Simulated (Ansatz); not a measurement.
## InSb (zinc blende): scan of one atom of the cell

Starting cell, InSb (zinc blende):

```xyz
2
Lattice="0.0000 3.3173 3.3173 3.3173 0.0000 3.3173 3.3173 3.3173 0.0000" Properties=species:S:1:pos:R:3 pbc="T T T"
Sb     4.9760     4.9760     4.9760
In     0.0000     0.0000     0.0000
```

Scan: atom 1 (Sb, nearest neighbour In at 2.873 Å; its periodic images, 4.7 Å or more away, move with it) is displaced along Cartesian x, direction (1.000, 0.000, 0.000) in Cartesian axes, by s. The other atoms stay.

Calculation: PBE (plane waves to 420 eV, PAW, scalar-relativistic; Ansatz, an electronic-structure program). k mesh 10×10×10 (Γ-centred), Fermi-Dirac smearing 0.05 eV. E stands for the smeared free energy. With partly filled bands, energies and forces of such displacements shift with the k mesh and the smearing. F∥ is the force on the atom along that direction. At this level the bands of InSb touch or barely overlap; measurements give the solid a gap. InSb was relaxed with its symmetry unable to fall. Spin-orbit coupling is left out, though Sb is heavy. The zero of ΔE is the undisplaced structure.

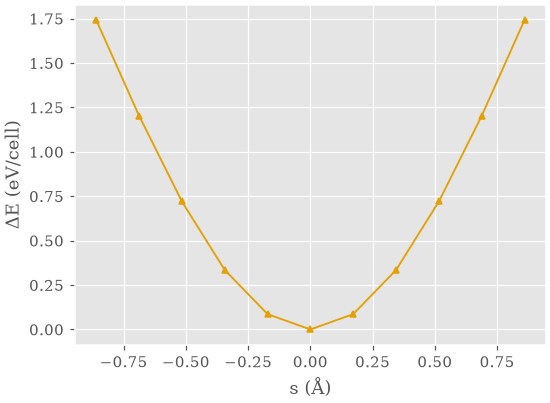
*ΔE (eV/cell) against s (Å); one marker a computed point.*

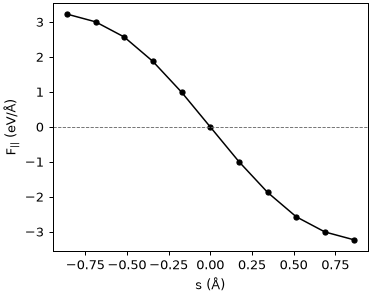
F∥ (eV/Å) against s (Å); computed points joined by lines.

The energy at s = 0.860 Å is 1742 meV/cell and the force constant k = d²E/ds² at s = 0 (finite differences) comes out as 5.89 eV/Å². The zone-centre optical wavenumber from k is 165 cm⁻¹. Shape of the curve: a single well with its minimum at or next to zero displacement. Symmetry of the curve: even: the same for both signs.

The forces along the line at the two nearest points give (0.993 − (-0.993)) / (2·0.172) = 5.77 eV/Å²; the next pair corrects for the finite step.

(A displaced cell: forces are minus the slopes of the energy, force constants its curvatures, and phonons follow from these.)
